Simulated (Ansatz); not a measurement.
# Run report: InH3Cl2O, molecular dynamics (part 4 of 4)

InH3Cl2O; RKS PBE/def2-SVP (Ansatz 0.2.0). It belongs to a series of runs on one base structure; here: dynamics from the highest image of the converged band.

Geometry of the input (Å):
```
In -0.0070  -1.7673  0.5873
O  1.3660  -0.0074  -0.6442
Cl -1.6496  0.6513  -0.6523
Cl -0.6123  0.2177  2.2728
H  0.5694  0.5639  -0.7991
H  -1.2860  0.6430  0.7765
H  1.6196  -0.3010  -1.5408
```

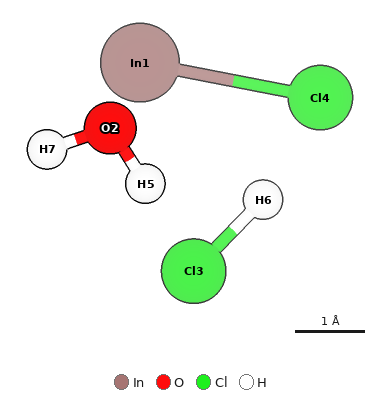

Fig. 1: The geometry at step 163 of the log (ball-and-stick view, seen at a tilt; atoms are numbered from 1 in the order of the input).

### Trajectory as extended XYZ, continued
```
7
Properties=species:S:1:pos:R:3:forces:R:3 step=125 time_fs=62.5 energy=-32296.02302 temperature=51.0
In    0.0130   -1.7633    0.5928   -0.0979   0.1802   0.0637
O     1.4168   -0.1036   -0.8312   -0.0314   0.0426   0.1138
Cl   -1.6400    0.6924   -0.6321    0.1474   0.0133   0.0355
Cl   -0.7100    0.2079    2.3268    0.1262  -0.0738  -0.1720
H     0.6730    0.5469   -0.8748   -0.0694  -0.0058  -0.0582
H    -1.2924    0.7130    0.7969   -0.0450  -0.1402  -0.0116
H     1.5261   -0.3839   -1.7612   -0.0299  -0.0164   0.0289
7
Properties=species:S:1:pos:R:3:forces:R:3 step=129 time_fs=64.5 energy=-32296.02135 temperature=48.5
In    0.0134   -1.7621    0.5930   -0.0947   0.1789   0.0792
O     1.4136   -0.1069   -0.8334   -0.3047   0.2377  -0.1999
Cl   -1.6378    0.6925   -0.6343    0.1100   0.0255   0.0118
Cl   -0.7106    0.2055    2.3298    0.1096  -0.0810  -0.1966
H     0.6664    0.5544   -0.8767    0.2199  -0.2703  -0.0108
H    -1.3104    0.7113    0.7920   -0.0017  -0.1408   0.0181
H     1.5058   -0.3908   -1.7707   -0.0384   0.0501   0.2982
7
Properties=species:S:1:pos:R:3:forces:R:3 step=132 time_fs=66.0 energy=-32296.02245 temperature=50.2
In    0.0136   -1.7612    0.5932   -0.0961   0.1745   0.0938
O     1.4107   -0.1091   -0.8352   -0.3118   0.2626  -0.1545
Cl   -1.6360    0.6926   -0.6359    0.0803   0.0264  -0.0047
Cl   -0.7110    0.2036    2.3319    0.0986  -0.0908  -0.2106
H     0.6660    0.5541   -0.8786    0.1998  -0.2439   0.0269
H    -1.3241    0.7065    0.7886    0.0287  -0.1315   0.0359
H     1.4897   -0.3949   -1.7713    0.0004   0.0026   0.2132
7
Properties=species:S:1:pos:R:3:forces:R:3 step=136 time_fs=68.0 energy=-32296.02390 temperature=52.4
In    0.0139   -1.7599    0.5935   -0.1015   0.1640   0.1142
O     1.4064   -0.1115   -0.8380   -0.0486   0.1045   0.1446
Cl   -1.6337    0.6927   -0.6382    0.0430   0.0176  -0.0159
Cl   -0.7114    0.2011    2.3345    0.0854  -0.1064  -0.2242
H     0.6710    0.5467   -0.8800   -0.1121   0.0650   0.0644
H    -1.3413    0.6958    0.7854    0.0631  -0.1085   0.0483
H     1.4684   -0.4009   -1.7662    0.0707  -0.1362  -0.1314
7
Properties=species:S:1:pos:R:3:forces:R:3 step=139 time_fs=69.5 energy=-32296.02219 temperature=49.8
In    0.0141   -1.7589    0.5937   -0.1026   0.1536   0.1244
O     1.4030   -0.1131   -0.8399    0.1379  -0.0378   0.2314
Cl   -1.6318    0.6929   -0.6398    0.0206   0.0081  -0.0154
Cl   -0.7116    0.1991    2.3363    0.0746  -0.1161  -0.2332
H     0.6728    0.5419   -0.8796   -0.3040   0.2539   0.0703
H    -1.3526    0.6849    0.7842    0.0842  -0.0860   0.0522
H     1.4541   -0.4084   -1.7647    0.0893  -0.1756  -0.2297
7
Properties=species:S:1:pos:R:3:forces:R:3 step=142 time_fs=71.0 energy=-32296.02408 temperature=52.7
In    0.0143   -1.7579    0.5939   -0.0975   0.1419   0.1268
O     1.3998   -0.1147   -0.8415    0.1028  -0.0495   0.0730
Cl   -1.6300    0.6930   -0.6415    0.0048  -0.0007  -0.0075
Cl   -0.7118    0.1970    2.3380    0.0616  -0.1217  -0.2429
H     0.6684    0.5422   -0.8777   -0.2393   0.1932   0.0537
H    -1.3622    0.6723    0.7841    0.1015  -0.0611   0.0539
H     1.4415   -0.4195   -1.7677    0.0661  -0.1021  -0.0570
7
Properties=species:S:1:pos:R:3:forces:R:3 step=146 time_fs=73.0 energy=-32296.02471 temperature=53.7
In    0.0145   -1.7564    0.5943   -0.0839   0.1231   0.1203
O     1.3956   -0.1169   -0.8435   -0.1861   0.1252  -0.1886
Cl   -1.6276    0.6932   -0.6437   -0.0056  -0.0126   0.0177
Cl   -0.7120    0.1941    2.3399    0.0419  -0.1226  -0.2563
H     0.6560    0.5478   -0.8735    0.1027  -0.1399   0.0073
H    -1.3715    0.6534    0.7857    0.1176  -0.0250   0.0489
H     1.4269   -0.4371   -1.7725    0.0134   0.0517   0.2508
7
Properties=species:S:1:pos:R:3:forces:R:3 step=149 time_fs=74.5 energy=-32296.02319 temperature=51.4
In    0.0146   -1.7554    0.5946   -0.0750   0.1058   0.1136
O     1.3922   -0.1184   -0.8453   -0.3081   0.2358  -0.1500
Cl   -1.6257    0.6933   -0.6454   -0.0071  -0.0258   0.0508
Cl   -0.7121    0.1919    2.3412    0.0277  -0.1209  -0.2646
H     0.6483    0.5493   -0.8701    0.2496  -0.2862  -0.0304
H    -1.3755    0.6386    0.7882    0.1228   0.0047   0.0337
H     1.4164   -0.4494   -1.7707   -0.0098   0.0866   0.2470
7
Properties=species:S:1:pos:R:3:forces:R:3 step=153 time_fs=76.5 energy=-32296.02450 temperature=53.3
In    0.0148   -1.7539    0.5950   -0.0704   0.0782   0.1075
O     1.3871   -0.1199   -0.8479   -0.1344   0.1833   0.1899
Cl   -1.6233    0.6935   -0.6476   -0.0044  -0.0520   0.1105
Cl   -0.7122    0.1888    2.3427    0.0127  -0.1178  -0.2711
H     0.6456    0.5426   -0.8666    0.0901  -0.1371  -0.0660
H    -1.3768    0.6191    0.7925    0.1192   0.0474  -0.0024
H     1.4020   -0.4634   -1.7613   -0.0128  -0.0019  -0.0683
7
Properties=species:S:1:pos:R:3:forces:R:3 step=156 time_fs=78.0 energy=-32296.02260 temperature=50.4
In    0.0149   -1.7528    0.5953   -0.0696   0.0558   0.1037
O     1.3831   -0.1208   -0.8496    0.1463  -0.0021   0.3767
Cl   -1.6215    0.6935   -0.6491    0.0000  -0.0743   0.1570
Cl   -0.7123    0.1864    2.3436    0.0044  -0.1146  -0.2732
H     0.6461    0.5338   -0.8656   -0.1824   0.1206  -0.0805
H    -1.3748    0.6056    0.7958    0.1101   0.0794  -0.0324
H     1.3910   -0.4737   -1.7552   -0.0088  -0.0648  -0.2513
7
Properties=species:S:1:pos:R:3:forces:R:3 step=159 time_fs=79.5 energy=-32296.02059 temperature=47.4
In    0.0150   -1.7516    0.5957   -0.0661   0.0336   0.0975
O     1.3792   -0.1217   -0.8509    0.3001  -0.1664   0.3030
Cl   -1.6196    0.6936   -0.6506    0.0060  -0.0923   0.1942
Cl   -0.7124    0.1839    2.3444   -0.0023  -0.1090  -0.2749
H     0.6429    0.5274   -0.8663   -0.3266   0.2555  -0.0897
H    -1.3705    0.5938    0.7983    0.0979   0.1082  -0.0536
H     1.3797   -0.4852   -1.7540   -0.0090  -0.0297  -0.1766
7
Properties=species:S:1:pos:R:3:forces:R:3 step=163 time_fs=81.5 energy=-32296.02168 temperature=49.0
In    0.0151   -1.7501    0.5962   -0.0541   0.0051   0.0846
O     1.3746   -0.1231   -0.8519    0.0761  -0.0996  -0.0151
Cl   -1.6172    0.6935   -0.6524    0.0158  -0.1039   0.2209
Cl   -0.7125    0.1805    2.3451   -0.0093  -0.0966  -0.2783
H     0.6288    0.5264   -0.8703   -0.1010   0.0502  -0.0888
H    -1.3614    0.5817    0.7999    0.0790   0.1376  -0.0598
H     1.3644   -0.5011   -1.7570   -0.0066   0.1074   0.1365
7
Properties=species:S:1:pos:R:3:forces:R:3 step=166 time_fs=83.0 energy=-32296.02038 temperature=47.0
In    0.0151   -1.7489    0.5966   -0.0442  -0.0161   0.0761
O     1.3714   -0.1244   -0.8527   -0.2118   0.1011  -0.1297
Cl   -1.6154    0.6934   -0.6535    0.0232  -0.1050   0.2263
Cl   -0.7126    0.1779    2.3455   -0.0116  -0.0852  -0.2806
H     0.6152    0.5275   -0.8755    0.1736  -0.1900  -0.0671
H    -1.3526    0.5761    0.7997    0.0627   0.1515  -0.0527
H     1.3527   -0.5106   -1.7568    0.0082   0.1436   0.2277
7
Properties=species:S:1:pos:R:3:forces:R:3 step=169 time_fs=84.5 energy=-32296.01990 temperature=46.3
In    0.0152   -1.7478    0.5970   -0.0392  -0.0374   0.0729
O     1.3678   -0.1255   -0.8537   -0.3449   0.2559  -0.0432
Cl   -1.6135    0.6932   -0.6545    0.0286  -0.1038   0.2257
Cl   -0.7127    0.1752    2.3457   -0.0098  -0.0739  -0.2804
H     0.6050    0.5247   -0.8821    0.2869  -0.2703  -0.0278
H    -1.3424    0.5737    0.7983    0.0436   0.1589  -0.0442
H     1.3413   -0.5173   -1.7521    0.0347   0.0706   0.0969
7
Properties=species:S:1:pos:R:3:forces:R:3 step=173 time_fs=86.5 energy=-32296.02180 temperature=49.2
In    0.0152   -1.7463    0.5976   -0.0426  -0.0651   0.0783
O     1.3624   -0.1265   -0.8549   -0.1599   0.2015   0.1657
Cl   -1.6110    0.6929   -0.6557    0.0308  -0.1006   0.2221
Cl   -0.7128    0.1715    2.3457   -0.0007  -0.0599  -0.2746
H     0.6001    0.5129   -0.8916    0.0787  -0.0438   0.0273
H    -1.3275    0.5758    0.7949    0.0141   0.1581  -0.0379
H     1.3273   -0.5244   -1.7435    0.0796  -0.0902  -0.1809
7
Properties=species:S:1:pos:R:3:forces:R:3 step=176 time_fs=88.0 energy=-32296.02123 temperature=48.3
In    0.0153   -1.7452    0.5981   -0.0481  -0.0839   0.0850
O     1.3580   -0.1269   -0.8557    0.0959  -0.0198   0.1440
Cl   -1.6091    0.6926   -0.6564    0.0295  -0.0935   0.2155
Cl   -0.7129    0.1688    2.3454    0.0088  -0.0482  -0.2679
H     0.5988    0.5024   -0.8982   -0.1891   0.2160   0.0486
H    -1.3159    0.5813    0.7915   -0.0084   0.1481  -0.0328
H     1.3187   -0.5315   -1.7408    0.1115  -0.1188  -0.1924
7
Properties=species:S:1:pos:R:3:forces:R:3 step=180 time_fs=90.0 energy=-32296.02191 temperature=49.4
In    0.0153   -1.7437    0.5987   -0.0498  -0.1047   0.0900
O     1.3525   -0.1275   -0.8564    0.1533  -0.1965  -0.1269
Cl   -1.6066    0.6920   -0.6571    0.0250  -0.0702   0.1951
Cl   -0.7131    0.1650    2.3449    0.0207  -0.0272  -0.2601
H     0.5908    0.4958   -0.9054   -0.2464   0.2756   0.0472
H    -1.3008    0.5936    0.7858   -0.0338   0.1204  -0.0144
H     1.3110   -0.5444   -1.7425    0.1311   0.0026   0.0691
7
Properties=species:S:1:pos:R:3:forces:R:3 step=183 time_fs=91.5 energy=-32296.02370 temperature=52.1
In    0.0153   -1.7426    0.5992   -0.0461  -0.1179   0.0901
O     1.3485   -0.1283   -0.8572   -0.0743  -0.0704  -0.2613
Cl   -1.6046    0.6916   -0.6576    0.0201  -0.0428   0.1722
Cl   -0.7131    0.1622    2.3443    0.0276  -0.0069  -0.2556
H     0.5789    0.4974   -0.9097    0.0008   0.0570   0.0374
H    -1.2902    0.6059    0.7811   -0.0481   0.0900   0.0080
H     1.3085   -0.5544   -1.7428    0.1201   0.0910   0.2092
7
Properties=species:S:1:pos:R:3:forces:R:3 step=186 time_fs=93.0 energy=-32296.02332 temperature=51.5
In    0.0153   -1.7416    0.5997   -0.0425  -0.1299   0.0901
O     1.3444   -0.1291   -0.8582   -0.2967   0.1578  -0.1875
Cl   -1.6027    0.6911   -0.6579    0.0138  -0.0123   0.1500
Cl   -0.7132    0.1594    2.3436    0.0336   0.0153  -0.2504
H     0.5671    0.5002   -0.9131    0.2574  -0.1732   0.0224
H    -1.2807    0.6201    0.7767   -0.0595   0.0543   0.0291
H     1.3086   -0.5625   -1.7389    0.0939   0.0879   0.1463
7
Properties=species:S:1:pos:R:3:forces:R:3 step=190 time_fs=95.0 energy=-32296.02308 temperature=51.2
In    0.0153   -1.7402    0.6004   -0.0455  -0.1452   0.0942
O     1.3384   -0.1299   -0.8599   -0.2625   0.2944   0.1125
Cl   -1.6001    0.6905   -0.6581    0.0020   0.0240   0.1337
Cl   -0.7133    0.1556    2.3423    0.0418   0.0439  -0.2379
H     0.5597    0.4983   -0.9171    0.2777  -0.2032  -0.0148
H    -1.2700    0.6407    0.7717   -0.0728   0.0042   0.0398
H     1.3117   -0.5709   -1.7299    0.0592  -0.0181  -0.1275
7
Properties=species:S:1:pos:R:3:forces:R:3 step=193 time_fs=96.5 energy=-32296.02322 temperature=51.3
In    0.0153   -1.7392    0.6009   -0.0531  -0.1557   0.0991
O     1.3335   -0.1300   -0.8611    0.0248   0.1271   0.2360
Cl   -1.5981    0.6900   -0.6582   -0.0096   0.0463   0.1328
Cl   -0.7133    0.1528    2.3412    0.0477   0.0637  -0.2239
H     0.5610    0.4919   -0.9203    0.0282  -0.0006  -0.0578
H    -1.2638    0.6564    0.7689   -0.0811  -0.0328   0.0326
H     1.3156   -0.5773   -1.7255    0.0431  -0.0480  -0.2188
7
Properties=species:S:1:pos:R:3:forces:R:3 step=197 time_fs=98.5 energy=-32296.01950 temperature=45.6
In    0.0153   -1.7379    0.6017   -0.0610  -0.1677   0.1008
O     1.3271   -0.1300   -0.8622    0.4055  -0.2483   0.1053
Cl   -1.5955    0.6895   -0.6582   -0.0280   0.0750   0.1345
Cl   -0.7133    0.1491    2.3396    0.0520   0.0901  -0.2028
H     0.5624    0.4844   -0.9268   -0.3067   0.2653  -0.1149
H    -1.2583    0.6761    0.7663   -0.0862  -0.0799   0.0180
H     1.3222   -0.5869   -1.7262    0.0244   0.0656  -0.0409
7
Properties=species:S:1:pos:R:3:forces:R:3 step=200 time_fs=100.0 energy=-32296.01811 temperature=43.5
In    0.0152   -1.7370    0.6023   -0.0595  -0.1758   0.0952
O     1.3228   -0.1303   -0.8628    0.3771  -0.2885  -0.0434
Cl   -1.5936    0.6891   -0.6582   -0.0442   0.0992   0.1281
Cl   -0.7132    0.1465    2.3382    0.0508   0.1114  -0.1878
H     0.5569    0.4845   -0.9344   -0.2487   0.2033  -0.1251
H    -1.2563    0.6889    0.7648   -0.0829  -0.1126   0.0147
H     1.3278   -0.5928   -1.7282    0.0075   0.1630   0.1182
```

### Key numbers

| quantity | value |
| --- | --- |
| outcome | finished |
| mean temperature over the second half | 50 K |
| trajectory | 200 steps, 100 fs |
| ensemble | nve |
| temperature in the input | 100.0 K |
| time step | 0.5 fs |
| potential energy (last step) | −32296.0181 eV |
| mean-field energy (last step) | −32296.0181 eV |
| largest force (length of the vector) (last step) | 0.477 eV/Å |
| wall time | 2.4 min (CPU time 4.6 min) |
| peak memory | 0.14 GiB |

### Notes

So short a trajectory is not equilibrated.
